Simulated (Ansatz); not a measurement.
# CH3AlO (SMILES [CH3][Al]=[O]): RPA@PBE/aug-cc-pVDZ

Aim: the vertical electron affinity of CH3AlO at RPA@PBE/aug-cc-pVDZ, from 2 runs. 

Program for the calculation: Ansatz 0.2.0.

61 further runs of the same task are left out: 8 that didn't finish, 53 set aside as unsound or not needed. Runs told in other sessions of the task aren't counted.

### 1 The system as given

CH3AlO has 6 atoms, charge 0, and is taken as a singlet. As SMILES, `[CH3][Al]=[O]`. The shape is that of a PBE0-D4/def2-TZVP optimisation.

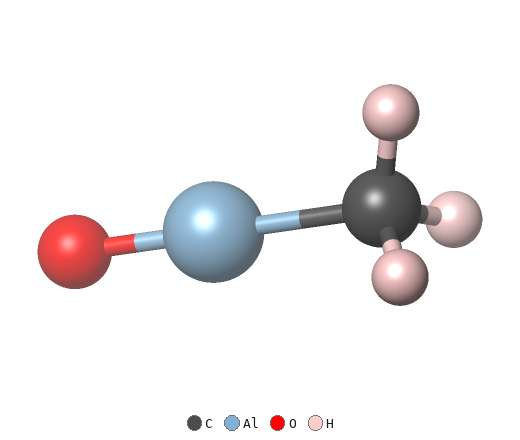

The structure, seen from a chosen angle (carbon dark grey, aluminium light blue, oxygen red, hydrogen pink).

### 2 A single-point energy at RPA@PBE/aug-cc-pVDZ

File molecule.yaml:

```yaml
crystal:
  periodic: [false, false, false]
  atoms:
    - {symbol: C, position_ang: [-0.412500, 0.498200, -0.315400]}
    - {symbol: Al, position_ang: [0.696700, -0.841400, 0.532500]}
    - {symbol: O, position_ang: [1.611700, -1.946300, 1.232100]}
    - {symbol: H, position_ang: [0.065200, 1.479100, -0.263900]}
    - {symbol: H, position_ang: [-1.383600, 0.560900, 0.180800]}
    - {symbol: H, position_ang: [-0.577400, 0.249400, -1.366100]}
basis:
  gaussian:
    orbitals: aug-cc-pVDZ
correlation:
  method: rpa
  frozen_orbitals: {Al: 5, C: 1, H: 0, O: 1}
accuracy: high
hamiltonian:
  xc: {name: PBE}
```

On the command line:

```console
$ ansatz run molecule.yaml --threads 1 --pin off --max-ram 3480MiB --events-out events.jsonl --progress --plain --runs-dir runs
```

Output:

```text
Warning: RAYON_NUM_THREADS=1 ignored (pool sized by the plan → 1); use --threads N
Functional definition: PBE
  name "PBE"
  parameter kappa = 0.804
  parameter beta = 0.06672455060314922
  exchange = pbe_x(kappa = kappa, mu = beta*pi^2/3)
  correlation = pbe_c(beta = beta)
1876 factors; integrals over basis functions are off by at most 3.5e-9 eV
mean field evaluation 1: about -9699.7711 eV, gradient 1.0e2 eV
mean field evaluation 2: about -9699.7647 eV, gradient 1.0e2 eV
mean field evaluation 4: about -9695.5362 eV, gradient 1.0e2 eV
mean field evaluation 8: about -9722.6232 eV, gradient 3.8e0 eV
mean field evaluation 16: about -9722.6519 eV, gradient 9.9e-5 eV
mean field evaluation 32: about -9650.3863 eV, gradient 1.2e2 eV
mean field -9722.65194597 eV, -357.3008687642 hartree, gradient 3.7e-8 eV, S^2 0.000000; 1 other end points of the search recorded, 0 dependent functions left out
7 core orbitals not correlated: weight in the atoms' cores, before any rotation towards them, 1.000 or more for the frozen orbitals, at most 0.000 for the correlated occupied ones
reference -9696.83556372 eV, -356.3521342154 hartree; 8, 8 occupied and 85, 85 virtual orbitals, 1876 factors
Total energy: -9715.32001646 eV, -357.0314253246 hartree
```

It took 12 s on 1 thread of Intel Xeon Platinum 8259CL at 2.50GHz (Skylake/Cascade Lake), shared host; peak memory 0.34 GiB.

### 3 The doublet anion, same level

File job.yaml:

```yaml
basis:
  gaussian: {orbitals: aug-cc-pVDZ}
crystal:
  periodic: [false, false, false]
  atoms:
    - symbol: C
      position_ang: [-0.412500, 0.498200, -0.315400]
    - symbol: Al
      position_ang: [0.696700, -0.841400, 0.532500]
    - symbol: O
      position_ang: [1.611700, -1.946300, 1.232100]
    - symbol: H
      position_ang: [0.065200, 1.479100, -0.263900]
    - symbol: H
      position_ang: [-1.383600, 0.560900, 0.180800]
    - symbol: H
      position_ang: [-0.577400, 0.249400, -1.366100]
total_charge: -1
magnetization: {spin_polarized: true, initial_magnetization: 1}
hamiltonian: {xc: pbe}
correlation: {method: rpa, frozen_orbitals: {Al: 5, C: 1, H: 0, O: 1}}
accuracy: high
```

On the command line:

```console
$ ansatz run job.yaml --threads 1 --pin off --max-ram 3480MiB --events-out events.jsonl --progress --plain --runs-dir runs
```

Output:

```text
Warning: RAYON_NUM_THREADS=1 ignored (pool sized by the plan → 1); use --threads N
Functional definition: PBE
  name "PBE"
  parameter kappa = 0.804
  parameter beta = 0.06672455060314922
  exchange = pbe_x(kappa = kappa, mu = beta*pi^2/3)
  correlation = pbe_c(beta = beta)
1877 factors; integrals over basis functions are off by at most 3.5e-9 eV
mean field evaluation 1: about -9714.5233 eV, gradient 4.1e1 eV
mean field evaluation 2: about -9714.5175 eV, gradient 4.1e1 eV
mean field evaluation 4: about -9707.8792 eV, gradient 5.4e1 eV
mean field evaluation 8: about -9723.0234 eV, gradient 1.7e0 eV
mean field evaluation 16: about -9723.0369 eV, gradient 8.3e-4 eV
mean field evaluation 32: about -9722.2640 eV, gradient 2.5e0 eV
mean field evaluation 64: about -9723.0280 eV, gradient 3.8e-1 eV
mean field -9723.03693264 eV, -357.3150167635 hartree, gradient 3.1e-8 eV, S^2 0.753638; 7 other end points of the search recorded, 0 dependent functions left out
7 core orbitals not correlated: weight in the atoms' cores, before any rotation towards them, 1.000 or more for the frozen orbitals, at most 0.000 for the correlated occupied ones
reference -9696.57641606 eV, -356.3426107146 hartree; 9, 8 occupied and 84, 85 virtual orbitals, 1877 factors
Total energy: -9715.79256965 eV, -357.0487913341 hartree
```

Wall time 23 s (1 thread of Intel Xeon Platinum 8259CL at 2.50GHz (Skylake/Cascade Lake), shared host); peak memory 0.43 GiB.

### 4 Results

Level: RPA@PBE/aug-cc-pVDZ, 7 core orbitals frozen.

| quantity | value |
| --- | --- |
| singlet CH3AlO: total energy | -357.03143 Eh |
| singlet CH3AlO: RPA correlation energy (valence) | -679.3 mEh |
| doublet anion: total energy | -357.04879 Eh |
| doublet anion: RPA correlation energy (valence) | -706.2 mEh |
| doublet anion: ⟨S²⟩ of the reference determinant | 0.754 |
| vertical electron affinity (to the doublet anion) | 0.473 eV |

**Reading.** At fixed nuclei the extra electron is bound by 0.47 eV (45.6 kJ/mol).
